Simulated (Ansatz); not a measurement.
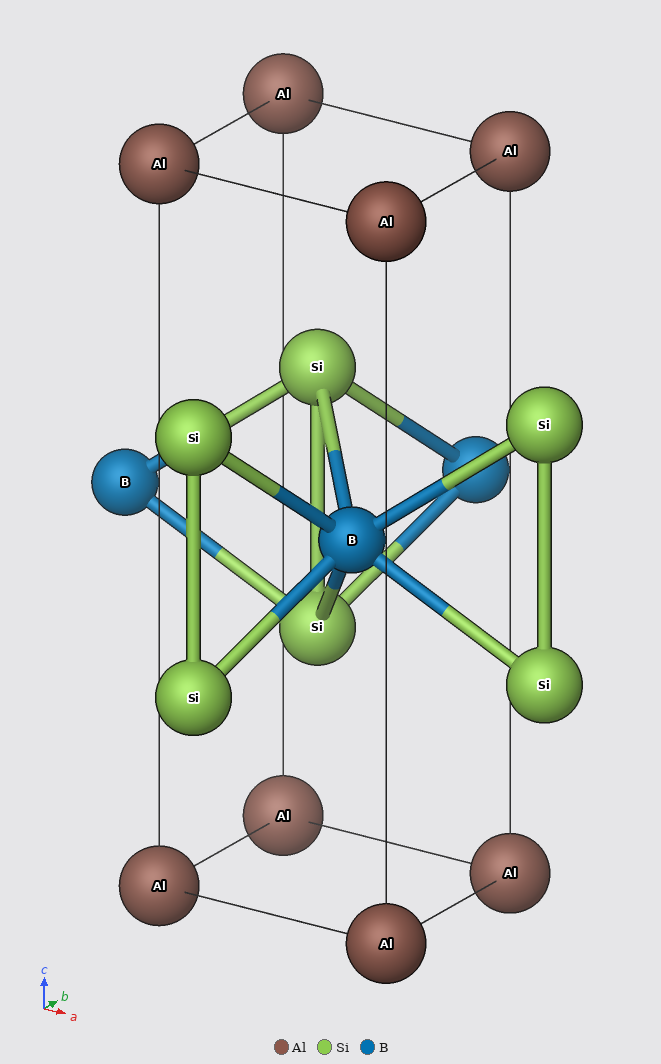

Structure drawing (ball-and-stick), viewed slightly off an axis. The frame is the simulation cell; atoms at its boundary are shown with their periodic copies. Bonds that leave the box are completed with the atoms at their other ends.

Input deck:
```yaml
crystal:
  lattice:
    - [3.1102359112, 0.0, 0.0]
    - [-1.5551179556, 2.6935433109, 0.0]
    - [0.0, 0.0, 6.4536608904]
  atoms:
    - { symbol: Al, position: [0.0, 0.0, 0.0] }
    - { symbol: Si, position: [0.3333333333, 0.6666666667, 0.3199174046] }
    - { symbol: Si, position: [0.3333333333, 0.6666666667, 0.6800825954] }
    - { symbol: B, position: [0.6666666667, 0.3333333333, 0.5] }
basis:
  ecutwfc: 420
kpoints:
  mp_grid: { grid: [18, 18, 8] }
  band_path:
    path:
      - [[0.0, 0.0, 0.0], [0.5, 0.0, 0.0], [0.33333333, 0.33333333, 0.0], [0.0, 0.0, 0.0], [0.0, 0.0, 0.5], [0.5, 0.0, 0.5], [0.33333333, 0.33333333, 0.5], [0.0, 0.0, 0.5]]
      - [[0.5, 0.0, 0.5], [0.5, 0.0, 0.0]]
      - [[0.33333333, 0.33333333, 0.5], [0.33333333, 0.33333333, 0.0]]
    npoints: 14
hamiltonian:
  xc: pbe
scf:
  occupations: { method: gaussian, width: 0.1 }
  n_extra_bands: 10
output:
  forces: true
  stress: true
  eigenvalues: true
  populations: true
  dos: { projected: true, de: 0.02, nscf_kmesh: { grid: [22, 22, 10] } }
  bader: true
  write_density: true
  write_potential: true
  elf: true
  volumetric_format: npy
```
Run as:
```sh
ansatz run input.yaml --threads 1 --pin off --max-ram 2048MiB --backend cpu --events-out ev --progress --plain --runs-dir out
```

Computational set-up: DFT PBE, scalar-relativistic, plane waves, PAW (Ansatz), 420 eV cutoff, an 18×18×8 mesh of k-points, Gaussian smearing of 0.1 eV, no spin polarisation.

**Give the Bader charge of each element.**

Al +0.88 e; Si +0.43 e; B -1.74 e.

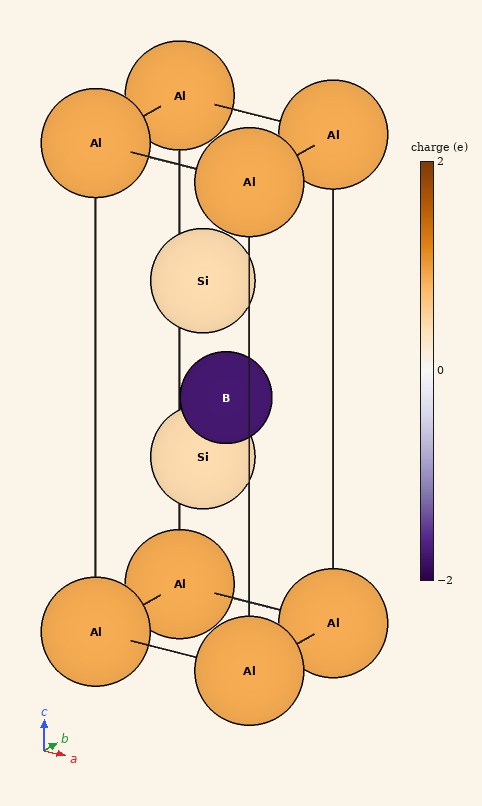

The atoms coloured by those charges.

It goes back to a structure type filled with these elements by a generator (whether the compound takes this form wasn't checked). Earlier steps of the study may have refined or changed the cell and positions. A calculation with Ansatz used it as input.
